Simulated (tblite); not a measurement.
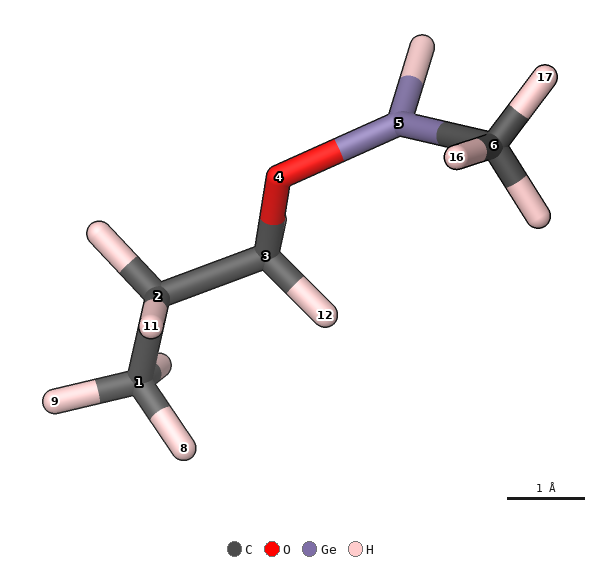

**Figure 1.** The structure as given in the input (stick view, seen at a tilt; atoms are numbered from 1 in the order of the input). Sticks mark near contacts.

**Geometry relaxation, with input and output: C₄H₁₁GeO (part 1 of 2)**

System: C₄H₁₁GeO, multiplicity 2.
Method: GFN2-xTB geometry optimisation, gas phase (tblite 0.8.0).

It belongs to a series of runs on one base structure; here: H removed from Ge.

Input
```
{"job": {"kind": "relax", "xc": "GFN2-xTB", "basis": "xTB"}, "charge": 0, "multiplicity": 2}
C     -2.870100    -0.340200    -0.343600
C     -1.736100    -0.496000     0.605600
C     -0.531000     0.263800     0.076400
O      0.475100     0.078300     0.998700
Ge     1.919100     0.895600     0.529200
C      3.404100    -0.128400    -0.023600
H     -3.079100     0.696200    -0.655700
H     -2.614600    -0.980200    -1.226000
H     -3.756200    -0.820100     0.164200
H     -2.003200    -0.181300     1.651500
H     -1.480400    -1.580800     0.672700
H     -0.226900    -0.050900    -0.930100
H     -0.728800     1.362600     0.067300
H      2.066100     2.369600     0.759700
H      3.347000    -0.306900    -1.116200
H      3.451800    -1.155500     0.451000
H      4.356300     0.386200     0.257400
```

The first line tells a small driver script what to run in tblite; the rest is the geometry in Å.

Machine: 1 CPU thread, shared host.

Launched with:
```bash
OMP_NUM_THREADS=1 python <driver script> task.json out
```

Output
```
step      E/eV     max force
  0    -545.76468    2.973
  1    -546.13542    2.936
  2    -546.55388    2.788
  3    -546.83585    1.944
  4    -547.20614    1.416
  5    -547.29151    1.092
  6    -547.37333    0.713
  7    -547.42926    0.785
  8    -547.49621    0.938
  9    -547.55148    0.829
 10    -547.60807    0.538
 11    -547.65212    0.487
 12    -547.68036    0.388
 13    -547.70298    0.512
 14    -547.72558    0.456
 15    -547.74701    0.462
 16    -547.76660    0.363
 17    -547.78289    0.300
 18    -547.79805    0.323
 19    -547.81377    0.291
 20    -547.82969    0.282
 21    -547.84394    0.335
 22    -547.85633    0.409
 23    -547.86743    0.329
 24    -547.87850    0.273
 25    -547.89047    0.305
 26    -547.90368    0.356
 27    -547.91655    0.323
 28    -547.92664    0.202
 29    -547.93577    0.265
 30    -547.94646    0.343
 31    -547.95832    0.319
 32    -547.96969    0.260
 33    -547.97909    0.263
 34    -547.98666    0.217
 35    -547.99275    0.199
 36    -547.99798    0.176
 37    -548.00301    0.161
 38    -548.00812    0.169
 39    -548.01323    0.196
 40    -548.01797    0.181
 41    -548.02161    0.163
 42    -548.02434    0.141
 43    -548.02681    0.155
 44    -548.02930    0.136
 45    -548.03147    0.094
 46    -548.03268    0.070
 47    -548.03380    0.094
 48    -548.03544    0.102
 49    -548.03773    0.132
 50    -548.04059    0.143
 51    -548.04395    0.143
 52    -548.04813    0.169
 53    -548.05387    0.214
 54    -548.06161    0.263
 55    -548.07003    0.235
 56    -548.06859    0.277
 57    -548.08058    0.208
 58    -548.08371    0.115
 59    -548.08722    0.121
 60    -548.08958    0.130
 61    -548.09204    0.131
 62    -548.09494    0.128
 63    -548.09856    0.142
 64    -548.10281    0.183
 65    -548.10716    0.199
 66    -548.11160    0.185
 67    -548.11588    0.135
 68    -548.11922    0.111
 69    -548.12125    0.118
 70    -548.12217    0.160
 71    -548.12376    0.101
 72    -548.12537    0.073
 73    -548.12719    0.064
 74    -548.12861    0.080
 75    -548.12968    0.080
 76    -548.13102    0.076
 77    -548.13253    0.081
 78    -548.13389    0.082
 79    -548.13498    0.070
 80    -548.13581    0.061
 81    -548.13660    0.071
 82    -548.13735    0.071
 83    -548.13804    0.059
 84    -548.13861    0.064
 85    -548.13910    0.063
 86    -548.13953    0.038
 87    -548.13990    0.029
 88    -548.14013    0.026
 89    -548.14027    0.024
 90    -548.14038    0.024
 91    -548.14052    0.029
 92    -548.14072    0.034
 93    -548.14096    0.041
 94    -548.14126    0.050
 95    -548.14168    0.055
 96    -548.14233    0.058
 97    -548.14326    0.068
 98    -548.14429    0.077
 99    -548.14516    0.073
100    -548.14580    0.055
101    -548.14628    0.041
102    -548.14667    0.033
103    -548.14694    0.035
104    -548.14714    0.037
105    -548.14732    0.032
106    -548.14755    0.030
107    -548.14779    0.030
108    -548.14796    0.028
109    -548.14807    0.026
110    -548.14817    0.027
111    -548.14831    0.029
112    -548.14855    0.034
113    -548.14890    0.051
114    -548.14935    0.063
115    -548.14990    0.065
116    -548.15064    0.063
117    -548.15166    0.070
118    -548.15296    0.079
119    -548.15388    0.087
120    -548.15403    0.084
121    -548.15470    0.035
122    -548.15483    0.034
123    -548.15508    0.028
124    -548.15524    0.025
125    -548.15536    0.016
126    -548.15539    0.011
127    -548.15541    0.009
```

Trajectory as extended XYZ (Å, eV, eV/Å), 13 of the 128 frames kept, from step=0 to step=127
```
17
Properties=species:S:1:pos:R:3:forces:R:3 step=0 energy=-545.76468
C    -2.8701   -0.3402   -0.3436   -1.4560  -1.3140  -0.5170
C    -1.7361   -0.4960    0.6056    0.4750  -0.3760   0.8400
C    -0.5310    0.2638    0.0764   -1.0190   0.7480   0.5300
O     0.4751    0.0783    0.9987    0.7110  -0.8310   1.2830
Ge    1.9191    0.8956    0.5292   -0.1580   1.9870  -1.6270
C     3.4041   -0.1284   -0.0236    2.1710  -2.0000   0.3520
H    -3.0791    0.6962   -0.6557    0.0700  -0.6210   0.2740
H    -2.6146   -0.9802   -1.2260   -0.5170   0.8100   0.3830
H    -3.7562   -0.8201    0.1642    0.4890   0.7460  -0.8470
H    -2.0032   -0.1813    1.6515    0.3950   0.0320  -0.9410
H    -1.4804   -1.5808    0.6727   -0.0120   0.6890   0.0390
H    -0.2269   -0.0509   -0.9301   -0.2600  -0.0690   0.0370
H    -0.7288    1.3626    0.0673   -0.4190  -0.5100  -0.4460
H     2.0661    2.3696    0.7597    0.0560  -0.0340   0.9360
H     3.3470   -0.3069   -1.1162    0.3140   0.1630   0.6470
H     3.4518   -1.1555    0.4510   -0.0850   1.0190  -0.3960
H     4.3563    0.3862    0.2574   -0.7550  -0.4390  -0.5450
17
Properties=species:S:1:pos:R:3:forces:R:3 step=11 energy=-547.65212
C    -2.9235   -0.4048   -0.3392   -0.0090  -0.1300   0.0640
C    -1.7659   -0.5486    0.6531    0.1630   0.0800  -0.0190
C    -0.5907    0.2654    0.1148    0.1860   0.0490   0.0160
O     0.6236    0.2129    0.8578   -0.2060  -0.1010  -0.0980
Ge    1.9743    1.1785    0.0779    0.0540  -0.0870  -0.0090
C     3.5220   -0.1822   -0.0706    0.0480   0.1010   0.2590
H    -3.0944    0.6412   -0.5819    0.0250   0.0280   0.0580
H    -2.7324   -0.9360   -1.2661    0.2210  -0.0080  -0.0800
H    -3.8440   -0.8124    0.0581   -0.1120  -0.0520   0.2370
H    -2.0689   -0.1735    1.6334    0.0730  -0.0040  -0.0460
H    -1.4632   -1.5920    0.7656   -0.0920   0.0390  -0.0220
H    -0.3545   -0.1169   -0.8918   -0.3420   0.2760  -0.0280
H    -0.8994    1.3207    0.0818   -0.1190  -0.1310  -0.3300
H     2.1542    2.3975    1.1720    0.1620  -0.2200   0.0740
H     3.6206   -0.4765   -1.1020   -0.0250  -0.0370  -0.3120
H     3.4086   -1.0667    0.5347   -0.3960  -0.1190   0.2050
H     4.4267    0.3055    0.2409    0.3680   0.3170   0.0300
17
Properties=species:S:1:pos:R:3:forces:R:3 step=21 energy=-547.84394
C    -2.9329   -0.4371   -0.2857   -0.1700  -0.0850  -0.0500
C    -1.7485   -0.5387    0.6597    0.0520   0.0630  -0.0460
C    -0.6562    0.3001   -0.0044    0.1090   0.0500   0.0100
O     0.5960    0.2475    0.6251    0.3240   0.0790  -0.0300
Ge    2.0440    1.2372    0.0317   -0.0580   0.0140   0.0960
C     3.5669   -0.1240   -0.0482    0.0050  -0.0570   0.0680
H    -3.1330    0.6072   -0.5097   -0.1240   0.0280   0.0150
H    -2.6952   -0.9387   -1.2182   -0.0630  -0.0560  -0.1100
H    -3.8263   -0.8841    0.1269   -0.1530  -0.0970   0.1210
H    -2.0121   -0.1459    1.6441    0.1440   0.0520  -0.0550
H    -1.4504   -1.5825    0.7830    0.1340   0.1200  -0.0460
H    -0.5487   -0.0568   -1.0401   -0.0650   0.0650   0.0300
H    -1.0182    1.3399   -0.0301    0.0450  -0.0630  -0.0670
H     2.3339    2.1373    1.3436   -0.0210  -0.0640   0.0190
H     3.7053   -0.5354   -1.0384   -0.1100  -0.0550  -0.1700
H     3.2554   -0.9093    0.6257    0.0090  -0.1510   0.1220
H     4.5129    0.2952    0.2736   -0.0590   0.1570   0.0930
17
Properties=species:S:1:pos:R:3:forces:R:3 step=32 energy=-547.96969
C    -2.9784   -0.4987   -0.2132   -0.1800  -0.0090  -0.0740
C    -1.6739   -0.4629    0.5759   -0.1900   0.0000  -0.0560
C    -0.6572    0.3910   -0.1795    0.0530  -0.0550   0.0470
O     0.6196    0.2689    0.3854    0.1770   0.1100  -0.0150
Ge    2.1046    1.2773    0.0901   -0.1400   0.0010   0.1230
C     3.5272   -0.1519    0.0244    0.1050  -0.1270  -0.1080
H    -3.3461    0.5053   -0.4155    0.0710   0.0720   0.0820
H    -2.8338   -0.9852   -1.1749    0.0570  -0.0610  -0.0060
H    -3.7638   -1.0318    0.3162    0.0840  -0.0630   0.1070
H    -1.8438   -0.0441    1.5684    0.0360   0.0250   0.0090
H    -1.2852   -1.4765    0.7041    0.0370   0.0940  -0.0560
H    -0.6253    0.0418   -1.2192   -0.0290   0.0580  -0.0630
H    -0.9811    1.4401   -0.1665   -0.0680  -0.0540  -0.0500
H     2.3924    1.9153    1.5570   -0.1400   0.0340  -0.0120
H     3.6491   -0.5966   -0.9607    0.0060   0.0530   0.0570
H     3.2421   -0.9316    0.7302    0.1120   0.1810  -0.0200
H     4.4468    0.3515    0.3163    0.0080  -0.2580   0.0340
17
Properties=species:S:1:pos:R:3:forces:R:3 step=42 energy=-548.02434
C    -3.0035   -0.5412   -0.1495   -0.0170   0.0040   0.0190
C    -1.6310   -0.4020    0.4971    0.0210   0.0190  -0.0230
C    -0.6672    0.4636   -0.3191   -0.0140  -0.0310   0.0050
O     0.6283    0.3178    0.2070   -0.0300   0.0690  -0.1190
Ge    2.1410    1.2979    0.1731    0.0120   0.0660  -0.0130
C     3.5472   -0.1763    0.0684   -0.0210  -0.0270   0.0510
H    -3.4738    0.4286   -0.2916    0.0390   0.0480   0.0080
H    -2.9356   -1.0317   -1.1175    0.0550   0.0100  -0.0170
H    -3.6488   -1.1403    0.4884   -0.0090  -0.0050   0.0010
H    -1.7331    0.0442    1.4886    0.0330  -0.0920   0.0120
H    -1.1751   -1.3891    0.6031   -0.0230   0.0350   0.0660
H    -0.6766    0.1279   -1.3660    0.0060   0.0050   0.0370
H    -1.0001    1.5111   -0.2923    0.0560  -0.0680   0.0080
H     2.2570    1.8076    1.7228   -0.0750  -0.0180  -0.0250
H     3.5999   -0.6273   -0.9197   -0.0090   0.0390   0.1040
H     3.2517   -0.9184    0.8044   -0.0060  -0.0330  -0.0580
H     4.5126    0.2396    0.3414   -0.0170  -0.0220  -0.0560
17
Properties=species:S:1:pos:R:3:forces:R:3 step=53 energy=-548.05387
C    -2.9563   -0.5382   -0.0859    0.0660   0.0060   0.0050
C    -1.5503   -0.3824    0.4848    0.0490   0.0460  -0.0860
C    -0.6626    0.4890   -0.4239   -0.0400  -0.0340   0.0110
O     0.6868    0.3514   -0.0624   -0.1310   0.0020  -0.1200
Ge    2.1536    1.3382    0.2234   -0.0920  -0.0560   0.0270
C     3.4993   -0.1974    0.1327    0.0100   0.0710   0.0340
H    -3.4556    0.4222   -0.1907    0.0430   0.0340   0.0600
H    -2.9147   -1.0010   -1.0690   -0.0110  -0.0360   0.0010
H    -3.5491   -1.1692    0.5712   -0.0420   0.0080  -0.0210
H    -1.5999    0.0490    1.4916    0.0890   0.0070  -0.1950
H    -1.0885   -1.3716    0.5708    0.0180   0.1340  -0.0260
H    -0.7732    0.1600   -1.4727    0.0000  -0.0620   0.1970
H    -1.0007    1.5366   -0.3842    0.0910  -0.1180   0.1320
H     1.9979    1.7358    1.8057    0.0010   0.0060   0.0200
H     3.4827   -0.6096   -0.8686    0.0290  -0.0490  -0.0460
H     3.2300   -0.9626    0.8490   -0.1620  -0.0370   0.0460
H     4.4935    0.1618    0.3668    0.0820   0.0780  -0.0390
```
